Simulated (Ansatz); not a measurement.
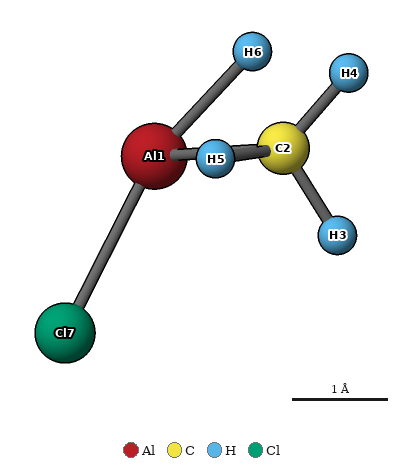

The structure as given in the input (ball-and-stick view, seen at a tilt; atoms are numbered from 1 in the order of the input). Sticks mark near contacts. Bond lengths as drawn: Al–C 2.21 Å, Al–Cl 2.11 Å, Al–H 1.57 Å and C–H 1.08 to 1.09 Å.

**CH4AlCl: molecular dynamics (part 1 of 3)**

CH4AlCl, computed with RHF/def2-mTZVP (Ansatz 0.2.0).

It belongs to a series of runs on one base structure; here: dynamics from the highest image of the converged band. Figures and captions count atoms from 1; the log counts them from 0 in places.

What the program printed
```
Engine: ansatz 0.2.0, aarch64-unknown-linux-gnu
Functional definition: HF
  exchange = exact_x
  correlation = 0
744 factors; integrals over basis functions are off by at most 5.2e-4 eV
mean field evaluation 1: about -20175.1121 eV, gradient 3.2e1 eV
mean field evaluation 2: about -20175.2451 eV, gradient 3.2e1 eV
mean field evaluation 4: about -20178.4131 eV, gradient 2.8e0 eV
mean field evaluation 8: about -20178.4841 eV, gradient 3.2e-1 eV
mean field -20178.48519479 eV, -741.5456534401 hartree, gradient 1.3e-5 eV, S^2 0.000000; 0 other end points of the search recorded, 0 dependent functions left out
the calculation of the forces begins
reference -20178.48519479 eV, -741.5456534401 hartree; 20, 20 occupied and 55, 55 virtual orbitals, 744 factors
md step     0: t =     0.00 fs  T =   300.0 K  F+E_penalty+E_count = -20178.48519479 eV  E_kin = 0.193890 eV  conserved = -20178.29130479 eV  (43 SCF iters)
these checks for a lower state are left out or cut short: starts, cluster_reference, orbital_swaps, neighbouring_geometries, increment
744 factors; integrals over basis functions are off by at most 5.3e-4 eV
mean field evaluation 16: about -20178.2999 eV, gradient 1.5e0 eV
mean field -20178.47571835 eV, -741.5453051873 hartree, gradient 1.9e-5 eV, S^2 0.000000; 0 other end points of the search recorded, 0 dependent functions left out
the calculation of the forces begins
reference -20178.47571835 eV, -741.5453051873 hartree; 20, 20 occupied and 55, 55 virtual orbitals, 744 factors
md step     1: t =     0.50 fs  T =   285.8 K  F+E_penalty+E_count = -20178.47571835 eV  E_kin = 0.184701 eV  conserved = -20178.29101697 eV  (41 SCF iters)
[... from here on the SCF iterations and repeated set-up lines of each step are left out, up to the last step ...]
md step     2: t =     1.00 fs  T =   247.4 K  F+E_penalty+E_count = -20178.45031171 eV  E_kin = 0.159874 eV  conserved = -20178.29043785 eV  (41 SCF iters)
md step     3: t =     1.50 fs  T =   198.1 K  F+E_penalty+E_count = -20178.41780287 eV  E_kin = 0.128030 eV  conserved = -20178.28977319 eV  (41 SCF iters)
md step     4: t =     2.00 fs  T =   153.7 K  F+E_penalty+E_count = -20178.38853138 eV  E_kin = 0.099322 eV  conserved = -20178.28920983 eV  (29 SCF iters)
md step     5: t =     2.50 fs  T =   127.6 K  F+E_penalty+E_count = -20178.37136095 eV  E_kin = 0.082482 eV  conserved = -20178.28887895 eV  (30 SCF iters)
md step     6: t =     3.00 fs  T =   128.0 K  F+E_penalty+E_count = -20178.37154792 eV  E_kin = 0.082711 eV  conserved = -20178.28883668 eV  (29 SCF iters)
md step     7: t =     3.50 fs  T =   155.9 K  F+E_penalty+E_count = -20178.38980271 eV  E_kin = 0.100740 eV  conserved = -20178.28906251 eV  (30 SCF iters)
md step     8: t =     4.00 fs  T =   206.0 K  F+E_penalty+E_count = -20178.42258818 eV  E_kin = 0.133113 eV  conserved = -20178.28947491 eV  (29 SCF iters)
md step     9: t =     4.50 fs  T =   268.4 K  F+E_penalty+E_count = -20178.46342908 eV  E_kin = 0.173477 eV  conserved = -20178.28995217 eV  (41 SCF iters)
md step    10: t =     5.00 fs  T =   332.0 K  F+E_penalty+E_count = -20178.50490804 eV  E_kin = 0.214562 eV  conserved = -20178.29034585 eV  (41 SCF iters)
md step    11: t =     5.50 fs  T =   387.8 K  F+E_penalty+E_count = -20178.54110380 eV  E_kin = 0.250614 eV  conserved = -20178.29049019 eV  (41 SCF iters)
md step    12: t =     6.00 fs  T =   433.3 K  F+E_penalty+E_count = -20178.57025090 eV  E_kin = 0.280019 eV  conserved = -20178.29023154 eV  (41 SCF iters)
md step    13: t =     6.50 fs  T =   475.9 K  F+E_penalty+E_count = -20178.59708316 eV  E_kin = 0.307580 eV  conserved = -20178.28950289 eV  (41 SCF iters)
md step    14: t =     7.00 fs  T =   534.2 K  F+E_penalty+E_count = -20178.63370072 eV  E_kin = 0.345274 eV  conserved = -20178.28842679 eV  (41 SCF iters)
md step    15: t =     7.50 fs  T =   634.6 K  F+E_penalty+E_count = -20178.69749708 eV  E_kin = 0.410137 eV  conserved = -20178.28735999 eV  (40 SCF iters)
md step    16: t =     8.00 fs  T =   802.9 K  F+E_penalty+E_count = -20178.80566314 eV  E_kin = 0.518891 eV  conserved = -20178.28677221 eV  (39 SCF iters)
md step    17: t =     8.50 fs  T =  1054.0 K  F+E_penalty+E_count = -20178.96819695 eV  E_kin = 0.681219 eV  conserved = -20178.28697824 eV  (39 SCF iters)
md step    18: t =     9.00 fs  T =  1385.4 K  F+E_penalty+E_count = -20179.18331646 eV  E_kin = 0.895384 eV  conserved = -20178.28793291 eV  (39 SCF iters)
md step    19: t =     9.50 fs  T =  1777.6 K  F+E_penalty+E_count = -20179.43815857 eV  E_kin = 1.148876 eV  conserved = -20178.28928286 eV  (39 SCF iters)
md step    20: t =    10.00 fs  T =  2202.4 K  F+E_penalty+E_count = -20179.71399224 eV  E_kin = 1.423382 eV  conserved = -20178.29061059 eV  (39 SCF iters)
md step    21: t =    10.50 fs  T =  2631.6 K  F+E_penalty+E_count = -20179.99242496 eV  E_kin = 1.700782 eV  conserved = -20178.29164318 eV  (39 SCF iters)
md step    22: t =    11.00 fs  T =  3043.8 K  F+E_penalty+E_count = -20180.25950781 eV  E_kin = 1.967201 eV  conserved = -20178.29230661 eV  (37 SCF iters)
md step    23: t =    11.50 fs  T =  3426.0 K  F+E_penalty+E_count = -20180.50686230 eV  E_kin = 2.214194 eV  conserved = -20178.29266797 eV  (36 SCF iters)
md step    24: t =    12.00 fs  T =  3771.9 K  F+E_penalty+E_count = -20180.73064700 eV  E_kin = 2.437797 eV  conserved = -20178.29284980 eV  (37 SCF iters)
md step    25: t =    12.50 fs  T =  4079.6 K  F+E_penalty+E_count = -20180.92964222 eV  E_kin = 2.636677 eV  conserved = -20178.29296547 eV  (36 SCF iters)
md step    26: t =    13.00 fs  T =  4348.4 K  F+E_penalty+E_count = -20181.10344879 eV  E_kin = 2.810363 eV  conserved = -20178.29308553 eV  (36 SCF iters)
md step    27: t =    13.50 fs  T =  4577.0 K  F+E_penalty+E_count = -20181.25132401 eV  E_kin = 2.958090 eV  conserved = -20178.29323446 eV  (35 SCF iters)
md step    28: t =    14.00 fs  T =  4763.0 K  F+E_penalty+E_count = -20181.37173610 eV  E_kin = 3.078330 eV  conserved = -20178.29340650 eV  (35 SCF iters)
md step    29: t =    14.50 fs  T =  4903.1 K  F+E_penalty+E_count = -20181.46242874 eV  E_kin = 3.168844 eV  conserved = -20178.29358464 eV  (35 SCF iters)
md step    30: t =    15.00 fs  T =  4993.0 K  F+E_penalty+E_count = -20181.52073364 eV  E_kin = 3.226987 eV  conserved = -20178.29374641 eV  (35 SCF iters)
md step    31: t =    15.50 fs  T =  5028.9 K  F+E_penalty+E_count = -20181.54404506 eV  E_kin = 3.250193 eV  conserved = -20178.29385172 eV  (34 SCF iters)
md step    32: t =    16.00 fs  T =  5008.2 K  F+E_penalty+E_count = -20181.53060617 eV  E_kin = 3.236780 eV  conserved = -20178.29382579 eV  (35 SCF iters)
md step    33: t =    16.50 fs  T =  4931.5 K  F+E_penalty+E_count = -20181.48080771 eV  E_kin = 3.187248 eV  conserved = -20178.29356003 eV  (35 SCF iters)
md step    34: t =    17.00 fs  T =  4805.7 K  F+E_penalty+E_count = -20181.39890218 eV  E_kin = 3.105945 eV  conserved = -20178.29295703 eV  (33 SCF iters)
md step    35: t =    17.50 fs  T =  4645.5 K  F+E_penalty+E_count = -20181.29439753 eV  E_kin = 3.002376 eV  conserved = -20178.29202187 eV  (33 SCF iters)
md step    36: t =    18.00 fs  T =  4472.9 K  F+E_penalty+E_count = -20181.18176723 eV  E_kin = 2.890815 eV  conserved = -20178.29095233 eV  (33 SCF iters)
md step    37: t =    18.50 fs  T =  4312.4 K  F+E_penalty+E_count = -20181.07724603 eV  E_kin = 2.787120 eV  conserved = -20178.29012572 eV  (33 SCF iters)
md step    38: t =    19.00 fs  T =  4182.6 K  F+E_penalty+E_count = -20180.99309219 eV  E_kin = 2.703185 eV  conserved = -20178.28990673 eV  (32 SCF iters)
md step    39: t =    19.50 fs  T =  4087.7 K  F+E_penalty+E_count = -20180.93222954 eV  E_kin = 2.641853 eV  conserved = -20178.29037674 eV  (33 SCF iters)
md step    40: t =    20.00 fs  T =  4016.6 K  F+E_penalty+E_count = -20180.88714603 eV  E_kin = 2.595910 eV  conserved = -20178.29123645 eV  (33 SCF iters)
md step    41: t =    20.50 fs  T =  3949.2 K  F+E_penalty+E_count = -20180.84436899 eV  E_kin = 2.552365 eV  conserved = -20178.29200406 eV  (33 SCF iters)
md step    42: t =    21.00 fs  T =  3867.2 K  F+E_penalty+E_count = -20180.79167909 eV  E_kin = 2.499359 eV  conserved = -20178.29232029 eV  (33 SCF iters)
md step    43: t =    21.50 fs  T =  3762.2 K  F+E_penalty+E_count = -20180.72362946 eV  E_kin = 2.431523 eV  conserved = -20178.29210687 eV  (32 SCF iters)
md step    44: t =    22.00 fs  T =  3638.3 K  F+E_penalty+E_count = -20180.64292825 eV  E_kin = 2.351406 eV  conserved = -20178.29152216 eV  (35 SCF iters)
md step    45: t =    22.50 fs  T =  3508.2 K  F+E_penalty+E_count = -20180.55818189 eV  E_kin = 2.267358 eV  conserved = -20178.29082343 eV  (33 SCF iters)
md step    46: t =    23.00 fs  T =  3388.2 K  F+E_penalty+E_count = -20180.48000886 eV  E_kin = 2.189770 eV  conserved = -20178.29023926 eV  (33 SCF iters)
md step    47: t =    23.50 fs  T =  3291.9 K  F+E_penalty+E_count = -20180.41747996 eV  E_kin = 2.127581 eV  conserved = -20178.28989941 eV  (33 SCF iters)
md step    48: t =    24.00 fs  T =  3227.9 K  F+E_penalty+E_count = -20180.37601013 eV  E_kin = 2.086181 eV  conserved = -20178.28982920 eV  (33 SCF iters)
md step    49: t =    24.50 fs  T =  3198.0 K  F+E_penalty+E_count = -20180.35685178 eV  E_kin = 2.066863 eV  conserved = -20178.28998850 eV  (33 SCF iters)
md step    50: t =    25.00 fs  T =  3198.7 K  F+E_penalty+E_count = -20180.35764364 eV  E_kin = 2.067324 eV  conserved = -20178.29032012 eV  (33 SCF iters)
md step    51: t =    25.50 fs  T =  3222.3 K  F+E_penalty+E_count = -20180.37331633 eV  E_kin = 2.082545 eV  conserved = -20178.29077145 eV  (33 SCF iters)
md step    52: t =    26.00 fs  T =  3258.1 K  F+E_penalty+E_count = -20180.39701396 eV  E_kin = 2.105732 eV  conserved = -20178.29128240 eV  (33 SCF iters)
md step    53: t =    26.50 fs  T =  3294.8 K  F+E_penalty+E_count = -20180.42118255 eV  E_kin = 2.129427 eV  conserved = -20178.29175557 eV  (32 SCF iters)
md step    54: t =    27.00 fs  T =  3322.2 K  F+E_penalty+E_count = -20180.43920767 eV  E_kin = 2.147163 eV  conserved = -20178.29204500 eV  (33 SCF iters)
md step    55: t =    27.50 fs  T =  3335.4 K  F+E_penalty+E_count = -20180.44768593 eV  E_kin = 2.155684 eV  conserved = -20178.29200197 eV  (33 SCF iters)
md step    56: t =    28.00 fs  T =  3337.4 K  F+E_penalty+E_count = -20180.44855930 eV  E_kin = 2.156965 eV  conserved = -20178.29159388 eV  (32 SCF iters)
md step    57: t =    28.50 fs  T =  3339.5 K  F+E_penalty+E_count = -20180.44932922 eV  E_kin = 2.158292 eV  conserved = -20178.29103769 eV  (33 SCF iters)
md step    58: t =    29.00 fs  T =  3355.6 K  F+E_penalty+E_count = -20180.45951926 eV  E_kin = 2.168724 eV  conserved = -20178.29079557 eV  (33 SCF iters)
md step    59: t =    29.50 fs  T =  3392.2 K  F+E_penalty+E_count = -20180.48370743 eV  E_kin = 2.192392 eV  conserved = -20178.29131503 eV  (33 SCF iters)
md step    60: t =    30.00 fs  T =  3438.6 K  F+E_penalty+E_count = -20180.51502675 eV  E_kin = 2.222359 eV  conserved = -20178.29266811 eV  (33 SCF iters)
md step    61: t =    30.50 fs  T =  3465.6 K  F+E_penalty+E_count = -20180.53425173 eV  E_kin = 2.239800 eV  conserved = -20178.29445171 eV  (33 SCF iters)
md step    62: t =    31.00 fs  T =  3434.6 K  F+E_penalty+E_count = -20180.51584977 eV  E_kin = 2.219786 eV  conserved = -20178.29606346 eV  (33 SCF iters)
md step    63: t =    31.50 fs  T =  3311.2 K  F+E_penalty+E_count = -20180.43710792 eV  E_kin = 2.140056 eV  conserved = -20178.29705186 eV  (33 SCF iters)
md step    64: t =    32.00 fs  T =  3076.0 K  F+E_penalty+E_count = -20180.28526703 eV  E_kin = 1.988041 eV  conserved = -20178.29722573 eV  (33 SCF iters)
md step    65: t =    32.50 fs  T =  2729.9 K  F+E_penalty+E_count = -20180.06085604 eV  E_kin = 1.764332 eV  conserved = -20178.29652429 eV  (36 SCF iters)
md step    66: t =    33.00 fs  T =  2296.1 K  F+E_penalty+E_count = -20179.77885501 eV  E_kin = 1.483991 eV  conserved = -20178.29486418 eV  (36 SCF iters)
md step    67: t =    33.50 fs  T =  1821.9 K  F+E_penalty+E_count = -20179.46969951 eV  E_kin = 1.177517 eV  conserved = -20178.29218248 eV  (35 SCF iters)
md step    68: t =    34.00 fs  T =  1378.0 K  F+E_penalty+E_count = -20179.17936734 eV  E_kin = 0.890633 eV  conserved = -20178.28873419 eV  (35 SCF iters)
md step    69: t =    34.50 fs  T =  1050.5 K  F+E_penalty+E_count = -20178.96431816 eV  E_kin = 0.678911 eV  conserved = -20178.28540712 eV  (35 SCF iters)
md step    70: t =    35.00 fs  T =   918.6 K  F+E_penalty+E_count = -20178.87726033 eV  E_kin = 0.593694 eV  conserved = -20178.28356584 eV  (37 SCF iters)
md step    71: t =    35.50 fs  T =  1025.0 K  F+E_penalty+E_count = -20178.94668875 eV  E_kin = 0.662460 eV  conserved = -20178.28422919 eV  (38 SCF iters)
md step    72: t =    36.00 fs  T =  1353.8 K  F+E_penalty+E_count = -20179.16218244 eV  E_kin = 0.874947 eV  conserved = -20178.28723566 eV  (36 SCF iters)
md step    73: t =    36.50 fs  T =  1834.6 K  F+E_penalty+E_count = -20179.47704532 eV  E_kin = 1.185732 eV  conserved = -20178.29131378 eV  (35 SCF iters)
md step    74: t =    37.00 fs  T =  2370.7 K  F+E_penalty+E_count = -20179.82714904 eV  E_kin = 1.532172 eV  conserved = -20178.29497730 eV  (36 SCF iters)
md step    75: t =    37.50 fs  T =  2871.8 K  F+E_penalty+E_count = -20180.15332033 eV  E_kin = 1.856017 eV  conserved = -20178.29730340 eV  (35 SCF iters)
md step    76: t =    38.00 fs  T =  3276.8 K  F+E_penalty+E_count = -20180.41587710 eV  E_kin = 2.117803 eV  conserved = -20178.29807404 eV  (33 SCF iters)
md step    77: t =    38.50 fs  T =  3560.5 K  F+E_penalty+E_count = -20180.59870045 eV  E_kin = 2.301164 eV  conserved = -20178.29753644 eV  (33 SCF iters)
md step    78: t =    39.00 fs  T =  3728.6 K  F+E_penalty+E_count = -20180.70594005 eV  E_kin = 2.409763 eV  conserved = -20178.29617707 eV  (33 SCF iters)
md step    79: t =    39.50 fs  T =  3806.5 K  F+E_penalty+E_count = -20180.75471836 eV  E_kin = 2.460124 eV  conserved = -20178.29459418 eV  (33 SCF iters)
md step    80: t =    40.00 fs  T =  3825.9 K  F+E_penalty+E_count = -20180.76601065 eV  E_kin = 2.472663 eV  conserved = -20178.29334744 eV  (32 SCF iters)
md step    81: t =    40.50 fs  T =  3811.6 K  F+E_penalty+E_count = -20180.75617884 eV  E_kin = 2.463442 eV  conserved = -20178.29273638 eV  (32 SCF iters)
md step    82: t =    41.00 fs  T =  3775.0 K  F+E_penalty+E_count = -20180.73245044 eV  E_kin = 2.439786 eV  conserved = -20178.29266434 eV  (33 SCF iters)
md step    83: t =    41.50 fs  T =  3715.7 K  F+E_penalty+E_count = -20180.69423990 eV  E_kin = 2.401481 eV  conserved = -20178.29275853 eV  (33 SCF iters)
md step    84: t =    42.00 fs  T =  3629.7 K  F+E_penalty+E_count = -20180.63856499 eV  E_kin = 2.345902 eV  conserved = -20178.29266322 eV  (33 SCF iters)
md step    85: t =    42.50 fs  T =  3517.1 K  F+E_penalty+E_count = -20180.56534154 eV  E_kin = 2.273089 eV  conserved = -20178.29225257 eV  (33 SCF iters)
md step    86: t =    43.00 fs  T =  3385.1 K  F+E_penalty+E_count = -20180.47939550 eV  E_kin = 2.187765 eV  conserved = -20178.29163053 eV  (33 SCF iters)
md step    87: t =    43.50 fs  T =  3246.3 K  F+E_penalty+E_count = -20180.38905462 eV  E_kin = 2.098065 eV  conserved = -20178.29098992 eV  (34 SCF iters)
md step    88: t =    44.00 fs  T =  3114.4 K  F+E_penalty+E_count = -20180.30329835 eV  E_kin = 2.012824 eV  conserved = -20178.29047425 eV  (35 SCF iters)
md step    89: t =    44.50 fs  T =  3000.8 K  F+E_penalty+E_count = -20180.22951374 eV  E_kin = 1.939387 eV  conserved = -20178.29012715 eV  (35 SCF iters)
md step    90: t =    45.00 fs  T =  2913.1 K  F+E_penalty+E_count = -20180.17268357 eV  E_kin = 1.882760 eV  conserved = -20178.28992370 eV  (35 SCF iters)
md step    91: t =    45.50 fs  T =  2855.9 K  F+E_penalty+E_count = -20180.13562224 eV  E_kin = 1.845795 eV  conserved = -20178.28982753 eV  (35 SCF iters)
md step    92: t =    46.00 fs  T =  2830.9 K  F+E_penalty+E_count = -20180.11945422 eV  E_kin = 1.829630 eV  conserved = -20178.28982380 eV  (34 SCF iters)
md step    93: t =    46.50 fs  T =  2837.6 K  F+E_penalty+E_count = -20180.12383555 eV  E_kin = 1.833918 eV  conserved = -20178.28991743 eV  (35 SCF iters)
md step    94: t =    47.00 fs  T =  2873.0 K  F+E_penalty+E_count = -20180.14691948 eV  E_kin = 1.856808 eV  conserved = -20178.29011146 eV  (35 SCF iters)
md step    95: t =    47.50 fs  T =  2932.1 K  F+E_penalty+E_count = -20180.18537129 eV  E_kin = 1.894987 eV  conserved = -20178.29038426 eV  (35 SCF iters)
md step    96: t =    48.00 fs  T =  3008.0 K  F+E_penalty+E_count = -20180.23477454 eV  E_kin = 1.944100 eV  conserved = -20178.29067436 eV  (35 SCF iters)
```
